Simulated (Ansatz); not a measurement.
## NaVSe3 (model cell, started as cubic perovskite with V in the octahedra): following an unstable mode

Which phase does NaVSe3 (model cell, started as cubic perovskite with V in the octahedra) fall into along its unstable mode, and how much energy does it gain?

Calculated with Ansatz 0.2.0; DFT PBE, scalar-relativistic, plane waves, PAW; PAW set soft_1.

The structure was built from a prototype and need not be the compound's stable phase.

## (1) Set-up

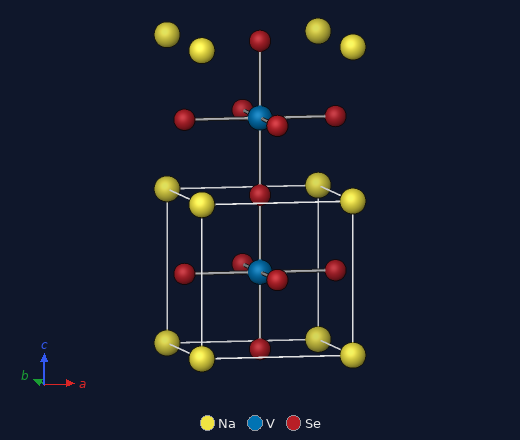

Start, viewed slightly off an axis; sodium yellow, vanadium blue, selenium red. 1×1×2 cells are drawn. Some periodic images of atoms are drawn too.

## (2) The dispersion

The cell comes from relaxations at this level that are not shown. Stability and thermal properties need the whole zone. Linear response on a 2×2×2 q mesh gives force constants as far as a supercell of that size would.

input.yaml reads:

```yaml
crystal:
  lattice:
    - [4.8932201373, 0.0, 0.0]
    - [0.0, 4.8932201373, 0.0]
    - [0.0, 0.0, 4.8932201373]
  atoms:
    - { symbol: Na, position: [0.0, 0.0, 0.0] }
    - { symbol: V, position: [0.5, 0.5, 0.5] }
    - { symbol: Se, position: [0.5, 0.5, 0.0] }
    - { symbol: Se, position: [0.5, 0.0, 0.5] }
    - { symbol: Se, position: [0.0, 0.5, 0.5] }
kpoints:
  mp_grid: { grid: [8, 8, 8] }
hamiltonian:
  xc: pbe
  pseudopotentials: { kind: paw, azcp: { folder: soft_1 } }
scf:
  occupations: { method: methfessel_paxton, width: 0.2 }
output:
  eigenvalues: true
phonons:
  method: dfpt
  qmesh: [2, 2, 2]
  temperatures: { t_max: 1000, t_step: 50 }
  qpath:
    path:
      - [[0.0, 0.0, 0.0], [0.0, 0.5, 0.0], [0.5, 0.5, 0.0], [0.0, 0.0, 0.0], [0.5, 0.5, 0.5], [0.0, 0.5, 0.0]]
      - [[0.5, 0.5, 0.5], [0.5, 0.5, 0.0]]
    npoints: 10
```

Launch:

```sh
> ansatz run input.yaml --threads 4 --pin off --max-ram 16384MiB --backend cpu --events-out ev --progress --plain --runs-dir out
```

Numbers of over 12 decimals in the logs are rounded to 6 here.

Output:

```text
Engine: ansatz 0.2.0, aarch64-unknown-linux-gnu
Pseudopotentials: kind: paw
Pseudopotential: Na, paw, valence charge 9, recommended cutoff 420 eV (normal), soft_1/Na.paw.azcp
Pseudopotential: V, paw, valence charge 13, recommended cutoff 420 eV (normal), soft_1/V.paw.azcp
Pseudopotential: Se, paw, valence charge 16, recommended cutoff 420 eV (normal), soft_1/Se.paw.azcp
Functional definition: PBE
  parameter kappa = 0.804
  parameter beta = 0.066725
  exchange = pbe_x(kappa = kappa, mu = beta*pi^2/3)
  correlation = pbe_c(beta = beta)
Crystal: 5 atoms, lattice volume = 117.161 Å³
Basis set: ecut = 420 eV, 2301 PW (Γ), exchange–correlation on 72×72×72 points (8 copies of the dense FFT grid, shifted against one another)
Bands: 42, of which v1, the nominal top of the filled ones, is band 35 counted from 1 (34 counted from 0)
Symmetry: 48 space group operations
k-points: 35 of 512
Non-local potential: Na, projectors of the file, l = 0: 3, l = 1: 2, l = 2: 1
Non-local potential: V, projectors of the file, l = 0: 3, l = 1: 2, l = 2: 3, l = 3: 1
Non-local potential: Se, projectors of the file, l = 0: 2, l = 1: 2, l = 2: 3, l = 3: 1
PAW form: soft (Blöchl's): semilocal exchange-correlation on the pseudo side does not see the compensation charge
PAW one-centre angular grid: Na, 110 points (default); XC on 64 Gauss nodes
PAW one-centre angular grid: V, 590 points (default); XC on 64 Gauss nodes
PAW one-centre angular grid: Se, 590 points (default); XC on 64 Gauss nodes
Initial density: superposition of atomic densities (chi_scale 0.1, normalization cell, long waves kept (reshape's long-wave potential 0.00 eV rms))
Initial wavefunctions: pseudopotential atomic-orbital guess
Functional: x = pbe(κ = 0.804, μ = 0.219515), c = pbe(β = 0.066725)
SCF iter   1: F=—  HF=-20814.864335 eV  |F-HF|=—  |Δ(HF+E_count)|=         —  Δρ=2.52e-1  dr2=1.22e2  ethr=3.10e-3  ⟨swp⟩=5.6  Hψ=5065  notcnv=0
preconditioner: auto → LDOS  [metal: Δε(μ)=0.051 eV  Ē_g=7.100 eV  σ=0.200 eV  W_gap=0.21  n_scr=26 (ndim 8)  ℏωp=16.8 eV  f_vac=0.015  D(μ)=7.84/eV (n_scr^D=80)  β→1.0]
SCF iter   2: F=—  HF=-20809.353087 eV  |F-HF|=—  |Δ(HF+E_count)|=    5.51e0  S|Δr|=    0.00e0  Δρ=7.89e-2  dr2=1.17e1  ethr=3.10e-3  ⟨swp⟩=3.8  Hψ=3394  notcnv=0  defer=11
SCF iter   3: F=—  HF=-20808.874646 eV  |F-HF|=—  |Δ(HF+E_count)|=   4.78e-1  S|Δr|=    0.00e0  Δρ=3.47e-2  dr2=5.71e-1  ethr=3.10e-3  ⟨swp⟩=3.1  Hψ=3160  notcnv=0  defer=9
SCF iter   4: F=—  HF=-20808.465443 eV  |F-HF|=—  |Δ(HF+E_count)|=   4.09e-1  S|Δr|=    0.00e0  Δρ=4.24e-3  dr2=2.44e-2  ethr=8.16e-4  ⟨swp⟩=2.6  Hψ=3104  notcnv=0
SCF iter   5: F=—  HF=-20808.468216 eV  |F-HF|=—  |Δ(HF+E_count)|=   2.77e-3  S|Δr|=    0.00e0  Δρ=1.55e-3  dr2=2.75e-3  ethr=3.49e-5  ⟨swp⟩=2.0  Hψ=1980  notcnv=0
SCF iter   6: F=—  HF=-20808.468287 eV  |F-HF|=—  |Δ(HF+E_count)|=   7.06e-5  S|Δr|=    0.00e0  Δρ=3.56e-4  dr2=1.65e-4  ethr=3.93e-6  ⟨swp⟩=2.1  Hψ=2250  notcnv=0
SCF iter   7: F=—  HF=-20808.468323 eV  |F-HF|=—  |Δ(HF+E_count)|=   3.59e-5  S|Δr|=    0.00e0  Δρ=1.53e-4  dr2=3.24e-5  ethr=2.36e-7  ⟨swp⟩=2.3  Hψ=2643  notcnv=0
SCF iter   8: F=—  HF=-20808.468328 eV  |F-HF|=—  |Δ(HF+E_count)|=   5.32e-6  S|Δr|=    0.00e0  Δρ=2.14e-5  dr2=3.10e-7  ethr=4.63e-8  ⟨swp⟩=1.6  Hψ=1710  notcnv=0
SCF iter   9: F=—  HF=-20808.468330 eV  |F-HF|=—  |Δ(HF+E_count)|=   1.59e-6  S|Δr|=    0.00e0  Δρ=5.56e-6  dr2=3.13e-8  ethr=4.43e-10  ⟨swp⟩=2.0  Hψ=2743  notcnv=0
SCF iter  10: F=—  HF=-20808.468330 eV  |F-HF|=—  |Δ(HF+E_count)|=   2.06e-8  S|Δr|=    0.00e0  Δρ=1.29e-6  dr2=2.62e-9  ethr=4.47e-11  ⟨swp⟩=2.0  Hψ=1759  notcnv=0
SCF iter  11: F=-20808.468330 eV  HF=-20808.468330 eV  |F-HF|=0.00e0  |Δ(HF+E_count)|=  4.69e-10  S|Δr|=    0.00e0  Δρ=6.58e-8  dr2=8.92e-12  ethr=1.00e-12  ⟨swp⟩=4.9  Hψ=6788  notcnv=0
the search or the solves at the SCF's close seem to have found levels that the self-consistency loop had missed (the run counts 1). By its estimate they hold under 1e-12 electrons; where the run keeps them, the occupations were computed again with them
SCF 1 converged in 11 iterations: F = -20808.468330 eV  dr2 = 8.92e-12
  greatest PAW one-centre occupation: 1.000 electrons in one spin orbital (limit 2), on the Se atom at site 2 (counted from 0), in its partial waves of l = 2
Initial density: read from a saved state, or passed on in memory by an earlier SCF of this step, an earlier step, the calling program or the single point that the run made first
iter 1 solved again at ethr=2.43e-7 eV; its pass at ethr=3.10e-3 eV (dr2=1.70e-4 eV) is discarded
SCF iter   1: F=—  HF=-20808.468330 eV  |F-HF|=—  |Δ(HF+E_count)|=         —  Δρ=5.24e-7  dr2=2.29e-10  ethr=2.43e-7  ⟨swp⟩=3.0  Hψ=8395  notcnv=0
eigensolver tolerance schedule: the retry pair's looser diagonalisation over-reported the residual by 740783.21 of it (diagonalisation noise at an unbounded share of the residual, at the tolerance the schedule requests for it); recorded, not acted on — ethr = c·dr2/N_el stays at c = 1.0e-1
preconditioner: auto → LDOS  [metal: Δε(μ)=0.071 eV  Ē_g=7.438 eV  σ=0.200 eV  W_gap=0.30  n_scr=26 (ndim 8)  ℏωp=16.8 eV  f_vac=0.118  D(μ)=3.39/eV (n_scr^D=26)  β→1.0]
SCF iter   2: F=—  HF=-20808.468330 eV  |F-HF|=—  |Δ(HF+E_count)|=   1.15e-7  S|Δr|=    0.00e0  Δρ=7.12e-7  dr2=5.36e-10  ethr=1.00e-12  ⟨swp⟩=3.9  Hψ=4372  notcnv=0
SCF iter   3: F=—  HF=-20808.468330 eV  |F-HF|=—  |Δ(HF+E_count)|=  1.42e-10  S|Δr|=    0.00e0  Δρ=2.86e-7  dr2=6.17e-11  ethr=1.00e-12  ⟨swp⟩=2.5  Hψ=2642  notcnv=0
SCF iter   4: F=—  HF=-20808.468330 eV  |F-HF|=—  |Δ(HF+E_count)|=  7.28e-12  S|Δr|=    0.00e0  Δρ=2.05e-7  dr2=3.37e-11  ethr=1.00e-12  ⟨swp⟩=1.0  Hψ=1470  notcnv=0
SCF iter   5: F=—  HF=-20808.468330 eV  |F-HF|=—  |Δ(HF+E_count)|=  7.28e-12  S|Δr|=    0.00e0  Δρ=1.53e-7  dr2=1.90e-11  ethr=1.00e-12  ⟨swp⟩=1.0  Hψ=1470  notcnv=0
SCF iter   6: F=-20808.468330 eV  HF=-20808.468330 eV  |F-HF|=0.00e0  |Δ(HF+E_count)|=  3.64e-12  S|Δr|=    0.00e0  Δρ=1.62e-8  dr2=2.90e-13  ethr=1.00e-12  ⟨swp⟩=2.0  Hψ=4156  notcnv=0
SCF 2 converged in 6 iterations: F = -20808.468330 eV  dr2 = 2.90e-13
phonons: the bands overlap, so this run is a metal and interpolates without the dipole-dipole term. If the crystal is really an insulator or semiconductor, its LO-TO splitting is missing
NSCF: frozen V_eff on 35 k-points
WARN: eigensolver did not converge (k=5): 1 band(s) unlocked after 20 sweeps at ethr=1.09e-12 eV (storage-precision floor; scheduled 1.00e-12 eV) (lowest unlocked band 41, counted from 0; max residual 3.06e-5 eV among the unlocked bands, 3.06e-5 eV over every band; other slots of this pass that fall short are told together in one closing line; warning suppressed until the next SCF loop or pass starts)
WARN: eigensolver did not converge in 5 slots of this pass, the one above among them; of largest residual over every band (k=9): 1 band(s) unlocked (lowest unlocked band 41, counted from 0; max residual 3.07e-3 eV among the unlocked bands, 3.07e-3 eV over every band); of lowest unlocked band (k=5): band 41
NSCF: frozen V_eff on 125 k-points
DFPT response loops at q = (0, 0, 0) (fractional): preconditioner auto → Kerker (q_TF=auto, 2.504 Å⁻¹) (partly filled bands, converged f_vac=0.118); β = 1.00, the filter's whole step (`scf.mixing.beta` (0.50) is not read by the response loops under this deck's `scf.mixing.preconditioner`; to damp them name `kerker` or `kerker_dos`, under which they read `scf.mixing.beta`, and type it under 1.00, their step now; both keys bind the ground state too); Broyden in place of MSR1
NSCF: frozen V_eff on 250 k-points
DFPT response loops at q = (0, 0, -0.5) (fractional): mixed as the last ones told, above
NSCF: frozen V_eff on 250 k-points
DFPT response loops at q = (0, -0.5, -0.5) (fractional): mixed as the last ones told, above
NSCF: frozen V_eff on 250 k-points
DFPT response loops at q = (-0.5, -0.5, -0.5) (fractional): mixed as the last ones told, above
SCF converged after 11 iterations
Stability not checked: this state was not tested for a lower state beside it, because cold or Methfessel-Paxton smearing, or corrected tetrahedra, fill the levels in a way that the test cannot read (fill_not_monotonic; see scf.lower_state_search)
Free energy (F): -20808.468330 eV
Harris-Foulkes:  -20808.468330 eV  (|F-HF|=0.00e0)
Internal energy: -20808.476472 eV  (E = F + TS)
E sigma→0 (E₀):  -20808.470365 eV
Entropy (-TS):   0.008142 eV (1.628 meV/atom)
Fermi energy:    7.350190 eV
--- Per-component energies (eV) ---
  E_band       = -1653.597229
  E_kinetic    = 740.245468
  E_local      = -11388.431623  (includes V_loc(G=0)·N_el)
  E_nonlocal   = -704.248963
  E_hartree    = 5518.967988
  E_xc         = -406.914974
  E_vxc        = -463.628822  (∫ρ·V_xc dr)
  E_paw        = -7808.839094  (= ΣΔE_a)
  E_vpaw       = -875.469159  (= ΣTr[D̂ρ^β])
  E_aug_tail   = 0.000081  (compensation charges beyond the density's cutoff)
  E_ewald      = -6759.255354
  E_smearing   = 0.008142  (= −TS)
  E_closure    = 0.000000  (closes the sum)
  Σ components = -20808.468330   (vs F -20808.468330, Δ=0.00e0)
--- Band table (eV; the first three rows and the last of 35) ---
  k-point 0: bands = [... 31 lower, 6.2427, 6.4745, 6.4745, 6.4745, 7.0754, 7.0754, 7.0754, 7.5632, ... 3 higher]
  k-point 1: bands = [... 31 lower, 6.1419, 6.3657, 6.4783, 6.6949, 6.6949, 7.3090, 7.3090, 7.5671, ... 3 higher]
  k-point 2: bands = [... 31 lower, 5.4726, 5.9198, 6.4875, 6.7701, 6.7701, 7.5740, 7.7415, 7.7415, ... 3 higher]
  k-point 34: bands = [... 31 lower, 3.5383, 7.8302, 7.8302, 7.8302, 8.0036, 8.0036, 8.0036, 9.4839, ... 3 higher]
--- Phonons (Γ-DFPT): 4 representative perturbations + reference (Σ response iterations 12) ---
  ASR residual: 5.461e-5 → 0.000e0 eV/Å²; symmetrization residual: 8.115e-6 eV/Å²
  ASR residual per site (eV/Å²): 2.63e-5 5.46e-5 5.90e-6 5.90e-6 5.90e-6
  Γ frequencies (cm⁻¹): -132.75 -132.75 -132.75 0.00 0.00 0.00 28.28 28.28 28.28 36.52 36.52 36.52 200.15 200.15 200.15
--- Phonons (arbitrary-q DFPT): 4 irreducible q on the 2×2×2 mesh ---
  q = [0.0000, 0.0000, 0.0000] (star 1, of the zone-centre solve; hermiticity 1.96e-6, symmetrization 1.64e-11): -132.75 -132.75 -132.75 -0.00 0.00 0.00 28.28 28.28 28.28 36.52 36.52 36.52 200.15 200.15 200.15
  q = [0.0000, 0.0000, -0.5000] (star 3, 9 solved perturbations in 975 linear systems a pass and spin channel, the states on 125 of 512 k-point pairs; hermiticity 6.53e-7, symmetrization 1.32e-11): -122.59 -122.59 4.34 4.34 37.18 37.18 46.65 50.24 52.27 84.75 84.75 124.93 190.22 190.22 206.31
  q = [0.0000, -0.5000, -0.5000] (star 3, 9 solved perturbations in 975 linear systems a pass and spin channel, the states on 125 of 512 k-point pairs; hermiticity 8.74e-7, symmetrization 3.52e-11): -114.06 -48.67 -46.34 -46.34 36.92 50.50 50.50 65.85 83.22 83.22 125.87 125.87 127.66 178.75 230.17
  q = [-0.5000, -0.5000, -0.5000] (star 1, 4 solved perturbations in 350 linear systems a pass and spin channel, the states on 125 of 512 k-point pairs; hermiticity 2.51e-7, symmetrization 4.59e-11): -91.22 -91.22 -49.22 -49.22 -49.22 40.80 40.80 40.80 87.91 87.91 87.91 126.83 126.83 126.83 251.65
  sum rule: each row above includes the acoustic sum rule's correction from the zone centre's row sums; it moved no ω² by more than (0.56 cm⁻¹)²
  mesh force constants: q→R imaginary residual 3.42e-18; ASR residual 5.461e-5 → 0.000e0 eV/Å²; symmetrization residual 1.243e-14 eV/Å²
  interpolated dispersion: 62 rows × 15 modes
  density of states and harmonic sums: on the 14×14×14 q-mesh, interpolated from the force constants of a 2×2×2 supercell (no non-analytic term)
  largest difference from the sums on the solved wave vectors: F 2.92e-1 eV, S 3.70e-4 and C_V 7.78e-5 eV/K
  zero-point energy: 0.064250 eV/cell   skipped modes (ω ≤ 0): 535, of them read as no rigid motion or as one in doubt: 532 (4.528e0 modes/cell left out, lowest -132.75 cm⁻¹)   left out of the sums: 3.02e-1 of the cell's modes: C_V's classical limit lies that fraction below 3 k_B per atom; for a crystal, a wire or a layer, F and S can be off by more, and a phonons.interpolated_qmesh denser along its periods is the remedy for the sampling
```

It took 8.6 min on 4 threads of Arm Neoverse V1, shared host; peak memory 1.8 GiB.

This run has no spin polarisation, although V can carry a moment.

This step gave:

```yaml
volume_per_atom: 23.43 Å³
gap_on_the_k_mesh: 0 eV
sum_rule_residual_before_enforcement: 5.46e-5 eV/Å²
lowest_frequency_on_the_path: -132.8 cm⁻¹
point_group: m-3m
highest_frequency_on_the_path_or_at_a_solved_wavevector: 251.7 cm⁻¹
highest_optical_mode_at_the_zone_centre_no_lo_to_term: 200.2 cm⁻¹
lowest_optical_zone_centre_mode: -132.8 cm⁻¹
lowest_mode_on_the_q_mesh_acoustic_modes_at_gamma_apart: -132.8 cm⁻¹
```

Frequencies (cm⁻¹) solved at each irreducible wavevector; negative means imaginary. Frequencies by wavevector, by row:

| q in reciprocal lattice units | star | mode 1 | mode 2 | mode 3 | mode 4 | mode 13 | mode 14 | mode 15 |
| --- | --- | --- | --- | --- | --- | --- | --- | --- |
| 0 0 0 | 1 | -132.8 | -132.8 | -132.8 | 0 | 200.2 | 200.2 | 200.2 |
| 0 0 -0.5 | 3 | -122.6 | -122.6 | 4.3 | 4.3 | 190.2 | 190.2 | 206.3 |
| 0 -0.5 -0.5 | 3 | -114.1 | -48.7 | -46.3 | -46.3 | 127.7 | 178.8 | 230.2 |
| -0.5 -0.5 -0.5 | 1 | -91.2 | -91.2 | -49.2 | -49.2 | 126.8 | 126.8 | 251.7 |

Interpolated from a 2×2×2 q mesh. Phonon branches along the path, in cm⁻¹:

| point | branch 1 | branch 2 | branch 3 | branch 4 | branch 12 | branch 13 | branch 14 | branch 15 |
| --- | --- | --- | --- | --- | --- | --- | --- | --- |
| Γ | -133 | -133 | -133 | 0 | 36 | 200 | 200 | 200 |
| X | -123 | -123 | 4 | 4 | 125 | 190 | 190 | 206 |
| M | -114 | -49 | -46 | -46 | 126 | 128 | 179 | 230 |
| Γ | -133 | -133 | -133 | 0 | 36 | 200 | 200 | 200 |
| R | -91 | -91 | -49 | -49 | 127 | 127 | 127 | 252 |
| X | -123 | -123 | 4 | 4 | 125 | 190 | 190 | 206 |
| jump to R | -91 | -91 | -49 | -49 | 127 | 127 | 127 | 252 |
| M | -114 | -49 | -46 | -46 | 126 | 128 | 179 | 230 |

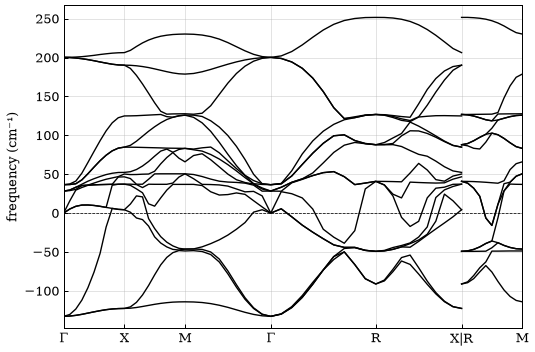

Phonon branches along the path.

Symmetry leaves 4 wavevectors to solve. The lowest mode among them, the acoustic zeros apart, lies at Γ and is imaginary, 132.8i cm⁻¹, so the energy falls along it.

## (3) The mode frozen in, largest atomic shift 0 Å

The mode followed lies at Γ with frequency 132.8i cm⁻¹ and is 3-fold degenerate, the softest among the wavevectors solved. At small amplitude the distorted cell has space group no. 38 by a symmetry search on the positions. The undistorted cell that holds it gives the zero of energy on the same k mesh.

input.yaml, the sections that differ from step 2:

```yaml
output:
  forces: true
  stress: true
  eigenvalues: true
# crystal, kpoints, hamiltonian, scf: as in step 2
# phonons: removed
```

Output:

```text
[...]
Crystal: 5 atoms, lattice volume = 117.161 Å³
Basis set: ecut = 420 eV, 2301 PW (Γ), exchange–correlation on 72×72×72 points (8 copies of the dense FFT grid, shifted against one another)
Bands: 42, of which v1, the nominal top of the filled ones, is band 35 counted from 1 (34 counted from 0)
Symmetry: 48 space group operations
[...]
k-points: 35 of 512
[...]
k-point 0: bands = [... 31 lower, 6.2427, 6.4745, 6.4745, 6.4745, 7.0754, 7.0754, 7.0754, 7.5633, ... 3 higher]
  k-point 1: bands = [... 31 lower, 6.1419, 6.3658, 6.4783, 6.6949, 6.6949, 7.3090, 7.3090, 7.5672, ... 3 higher]
  k-point 2: bands = [... 31 lower, 5.4726, 5.9199, 6.4876, 6.7701, 6.7701, 7.5741, 7.7415, 7.7415, ... 3 higher]
  k-point 34: bands = [... 31 lower, 3.5384, 7.8302, 7.8302, 7.8302, 8.0037, 8.0037, 8.0037, 9.4839, ... 3 higher]
[key lines of the parts left out:]
SCF converged after 9 iterations
Free energy (F): -20808.468330 eV
Fermi energy:    7.350207 eV
P = ⅓ Tr σ = -0.0047 GPa (-0.047 kbar)
```

Elapsed: 3.6 s, on 4 threads; peak memory 0.51 GiB; 14 s of CPU time.

This step gave:

| Quantity | Value |
| --- | --- |
| pressure | -0.004715 GPa |
| energy from the undistorted cell | 0 meV/atom |

The run ends at a pressure of 0.00 GPa.

## (4) The mode frozen in, largest atomic shift 0.45 Å

The atoms are moved along the unstable eigenvector, the largest shift by 0.45 Å, with the cell fixed.

input.yaml, the sections that differ from step 3:

```yaml
crystal:
  lattice:
    - [4.8932201373, 0.0, 0.0]
    - [0.0, 4.8932201373, 0.0]
    - [0.0, 0.0, 4.8932201373]
  atoms:
    - { symbol: Na, position: [0.0, -0.0009043796, -0.0009043796] }
    - { symbol: V, position: [0.5, 0.5650283541, 0.5650283541] }
    - { symbol: Se, position: [0.5, 0.477580846, 0.0031540135] }
    - { symbol: Se, position: [0.5, 0.0031540135, 0.477580846] }
    - { symbol: Se, position: [0.0, 0.477580846, 0.477580846] }
# kpoints, hamiltonian, scf, output: as in step 3
```

Output:

```text
[...]
Crystal: 5 atoms, lattice volume = 117.161 Å³
Basis set: ecut = 420 eV, 2301 PW (Γ), exchange–correlation on 72×72×72 points (8 copies of the dense FFT grid, shifted against one another)
Bands: 42, of which v1, the nominal top of the filled ones, is band 35 counted from 1 (34 counted from 0)
Symmetry: 4 space group operations
[...]
k-point 0: bands = [... 31 lower, 5.6057, 5.7686, 5.8712, 6.7591, 7.4771, 8.3864, 8.5084, 8.5126, ... 3 higher]
  k-point 1: bands = [... 31 lower, 5.5483, 5.7149, 5.8644, 6.6246, 7.5773, 8.1052, 8.5113, 8.6111, ... 3 higher]
  k-point 2: bands = [... 31 lower, 5.3074, 5.6634, 5.6707, 6.4694, 7.7709, 8.0119, 8.5192, 8.6598, ... 3 higher]
  k-point 104: bands = [... 31 lower, 4.2031, 7.4319, 7.5721, 7.7031, 7.7250, 8.0571, 8.2911, 9.7266, ... 3 higher]
[key lines of the parts left out:]
SCF converged after 13 iterations
Free energy (F): -20808.627839 eV
Fermi energy:    7.460699 eV
P = ⅓ Tr σ = 2.6781 GPa (26.781 kbar)
```

Elapsed: 22 s, on 4 threads; peak memory 0.65 GiB.

This step gave:

```yaml
pressure: 2.678 GPa
energy_from_the_undistorted_cell: -32.01 meV/atom
```

The energy, extrapolated to zero smearing, is -32.01 meV/atom against the undistorted cell.

The run ends at a pressure of 2.68 GPa, with forces up to 0.95 eV/Å.

## (5) Energy along the mode, all amplitudes (two of the runs are shown above)

An imaginary frequency means negative curvature, so the energy should fall and then rise again as anharmonic terms take over.

This step gave:

| Property | Result |
| --- | --- |
| depth at the lowest point sampled | 32.01 meV/atom |
| largest atomic shift at that point | 0.45 Å |

The energy from the parent by largest atomic shift:

| largest atomic shift (Å) | energy from the parent (meV/atom) |
| --- | --- |
| 0.000 | 0 |
| 0.040 | -0.66 |
| 0.080 | -2.34 |
| 0.140 | -5.86 |
| 0.220 | -13.2 |
| 0.320 | -25.6 |
| 0.450 | -32.0 |
| 0.600 | 11.3 |

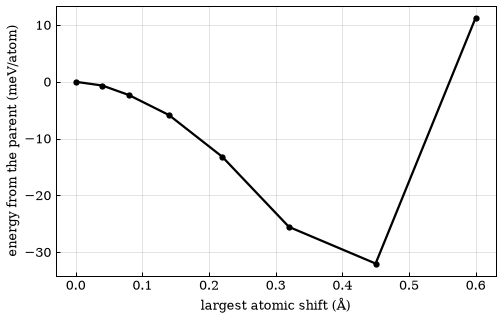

Energy from the parent against largest atomic shift.

Displacement at unit largest shift by atom:

| atom | x (Å) | y (Å) | z (Å) | size |
| --- | --- | --- | --- | --- |
| Na1 | 0.000 | -0.010 | -0.010 | 0.014 |
| V2 | 0.000 | 0.707 | 0.707 | 1.000 |
| Se3 | 0.000 | -0.244 | 0.034 | 0.246 |
| Se4 | 0.000 | 0.034 | -0.244 | 0.246 |
| Se5 | 0.000 | -0.244 | -0.244 | 0.345 |

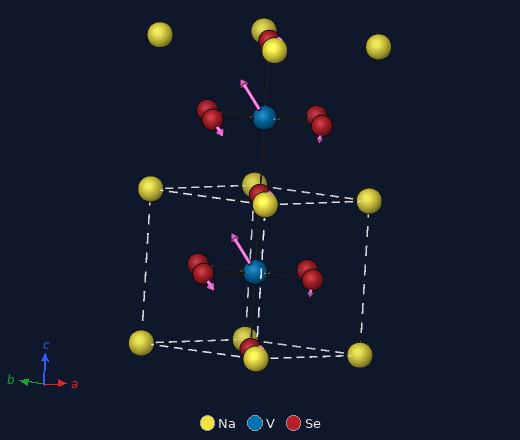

Displacement at unit largest shift as arrows, the longest 1.000 Å. 1×1×2 cells are drawn. Some periodic images of atoms are drawn too.

The lowest of the steps tried is at 0.45 Å, 32.0 meV/atom below the parent; the bottom of the well need not coincide with a step.

(Part 1 of 3 ends here.)

[Logs are printed without paths, hosts, clocks, repeated set-up lines and the standing remarks that a program may print on its own settings, such as how far it seeks lower states.]

[Hosts, paths, dates, database ids (printed as entryN), source tags and the programs' standing remarks are cut or masked in the printed files.]
